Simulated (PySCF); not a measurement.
# O2P+ (SMILES O=[P+]=O): SVWN5/STO-6G

What is the vertical ionisation energy of O2P+ at SVWN5/STO-6G? The job is set up through a Python script.

Program for the calculation: PySCF 2.14.0.

## Step 1: Starting point

O2P+: 3 atoms, total charge +1, spin state singlet. SMILES: `O=[P+]=O`. Geometry: a GFN2-xTB relaxation, a rough one for these elements and not checked as a minimum.

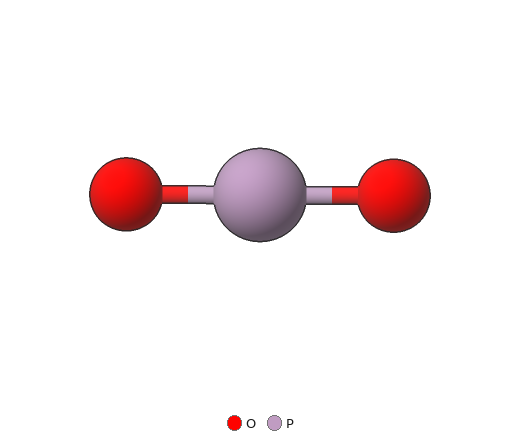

Viewed from a chosen angle; oxygen red, phosphorus pink.

## Step 2: A single-point energy at SVWN5/STO-6G

Input file calc.py:

```python
# O=[P+]=O
from pyscf import gto, dft

system = gto.M(
    atom='O 0.792290 1.025900 0.548180; P 0.000230 -0.000210 0.000340; O -0.792520 -1.025690 -0.548520',
    max_memory=1860,
    spin=0,
    verbose=3,
    basis='sto-6g',
    charge=1,
)

calc0 = dft.RKS(system)
calc0.xc = 'svwn'
calc0.conv_tol = 1e-10
calc0.grids.level = 5
calc0.kernel()
if not calc0.converged:
    calc0 = calc0.newton().run(calc0.mo_coeff, calc0.mo_occ)

e_final = calc0.e_tot
print('E(%s) = %.9f' % ('SVWN5', e_final))
```

Run with:

```
$ OMP_NUM_THREADS=1 python calc.py
```

Log:

```text
converged SCF energy = -487.134904477166
E(SVWN5) = -487.134904477
```

Run time: 2 s. Hardware: 1 thread of Arm Neoverse V2, shared host; peak memory 0.14 GiB.

## Step 3: Doublet [O2P]2+

Input file geometry.xyz:

```xyz
3
O2P
O      0.792290     1.025900     0.548180
P      0.000230    -0.000210     0.000340
O     -0.792520    -1.025690    -0.548520
```

Input file calc.py:

```python
from pyscf import gto, dft

system = gto.Mole()
system.atom = 'geometry.xyz'
system.verbose = 3
system.charge = 2
system.basis = 'sto-6g'
system.max_memory = 1860
system.spin = 1
system.build()

mf = dft.UKS(system, xc='svwn')
mf.conv_tol = 1e-10
mf.grids.level = 5
mf.kernel()
if not mf.converged:
    mf = mf.newton().run(mf.mo_coeff, mf.mo_occ)

e_tot = mf.e_tot
print('E = %.10f Eh' % e_tot)
```

Run with:

```
$ OMP_NUM_THREADS=1 python calc.py
```

Log:

```text
WARN: HOMO -0.939603905168161 >= LUMO -0.939383736069825

WARN: HOMO -0.93927921495048 >= LUMO -0.939026114220875

WARN: HOMO -0.939250767877266 >= LUMO -0.938810165804427

WARN: HOMO -0.939044867302408 >= LUMO -0.938961926838483

WARN: HOMO -0.939021854559524 >= LUMO -0.938980882670185

WARN: HOMO -0.939211321778505 >= LUMO -0.93878821535583

WARN: HOMO -0.939125793857967 >= LUMO -0.938866790707449

WARN: HOMO -0.939070895015019 >= LUMO -0.938917710819507

WARN: HOMO -0.93905133204938 >= LUMO -0.938935326306006

WARN: HOMO -0.939028659607664 >= LUMO -0.938957418904087

WARN: HOMO -0.939056428318514 >= LUMO -0.938932185151

WARN: HOMO -0.939103164435475 >= LUMO -0.938883245508186

WARN: HOMO -0.939070044673789 >= LUMO -0.938917059555044

WARN: HOMO -0.939061924348254 >= LUMO -0.938923724584163

WARN: HOMO -0.939095937579462 >= LUMO -0.938890977366862

WARN: HOMO -0.939089521851185 >= LUMO -0.938896994999214

WARN: HOMO -0.939202857951806 >= LUMO -0.938783701069487

WARN: HOMO -0.939125508666405 >= LUMO -0.938860100753108

WARN: HOMO -0.939084108284897 >= LUMO -0.938901719822192

WARN: HOMO -0.939162451121836 >= LUMO -0.938823003938866

WARN: HOMO -0.939156122661986 >= LUMO -0.938829679639167

WARN: HOMO -0.939119379329272 >= LUMO -0.938866266543344

WARN: HOMO -0.939112659195466 >= LUMO -0.938872970203098

WARN: HOMO -0.939052336085077 >= LUMO -0.938931109512385

WARN: HOMO -0.939178651562694 >= LUMO -0.938805597548063

WARN: HOMO -0.939051528579816 >= LUMO -0.938932962044814

WARN: HOMO -0.939012387689913 >= LUMO -0.93897183229871

WARN: HOMO -0.939068076439584 >= LUMO -0.938917454234198

WARN: HOMO -0.939238836944396 >= LUMO -0.938749105532899

WARN: HOMO -0.939020854760696 >= LUMO -0.938964147401619

WARN: HOMO -0.939073411312435 >= LUMO -0.938912296022184

WARN: HOMO -0.939064117469518 >= LUMO -0.938920251165607

WARN: HOMO -0.939090410711918 >= LUMO -0.938896370447772

WARN: HOMO -0.939012504200684 >= LUMO -0.938973588968395

WARN: HOMO -0.939021962017415 >= LUMO -0.938964016504908

WARN: HOMO -0.939081226019688 >= LUMO -0.93890445006553

WARN: HOMO -0.939003916292045 >= LUMO -0.938982462228709

WARN: HOMO -0.939492858341739 >= LUMO -0.938494110239688

WARN: HOMO -0.939034837271706 >= LUMO -0.938950476941567

SCF not converged.
SCF energy = -486.39309949291 after 50 cycles  <S^2> = 0.76217326  2S+1 = 2.0121364

WARN: HOMO -0.9379250043532508 > LUMO -0.9401425291497192 was found in the canonicalized orbitals.

converged SCF energy = -486.393628384093  <S^2> = 0.76387248  2S+1 = 2.0138247
E = -486.3936283841 Eh
```

It took 9.3 s on 1 thread of Arm Neoverse V2, shared host; peak memory 0.16 GiB.

## Step 4: Results

At SVWN5/STO-6G:

```
                                            quantity          value
                          singlet O2P+: total energy  -487.13490 Eh
                           singlet O2P+: HOMO energy      -14.70 eV
                           singlet O2P+: LUMO energy      -10.57 eV
                         singlet O2P+: HOMO–LUMO gap        4.14 eV
                       doublet [O2P]2+: total energy  -486.39363 Eh
 doublet [O2P]2+: HOMO energy (highest over α and β)      -25.52 eV
                               doublet [O2P]2+: ⟨S²⟩          0.764
vertical ionisation energy (to the doublet dication)      20.171 eV
```

In words: The vertical ionisation energy comes to 20.17 eV (1946 kJ/mol). The negative HOMO energy of the first species, 14.70 eV, lies 5.47 eV below that difference. Mulliken charges (doublet [O2P]2+) run from +0.15 on O1 to +1.70 on P2.
